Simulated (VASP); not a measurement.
Band structure of HfSb (relaxed from the zinc blende structure, space group F-43m). All values below come from PBEsol GGA, VASP's PBE PAW potentials (set 64) (plane waves; VASP).

Unless said otherwise, spin-orbit coupling is left out, though it shifts the bands of the heavy elements here.

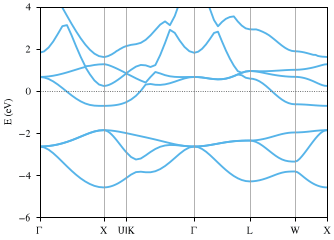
Figure. Bands along high-symmetry lines, zero at the valence-band maximum or, without a gap, the Fermi level

Read the plot: is there a gap, and where are the band edges?

It has no gap at this level: it comes out as a metal or semimetal. (Edges off the drawn lines would not show.)

The structure was generated: HfSb was put into the zinc blende type (F-43m), which need not be its known phase. It was relaxed first, which changed the volume by -31 %. The electron count is odd and the run is not spin-polarised, which forces a metal.
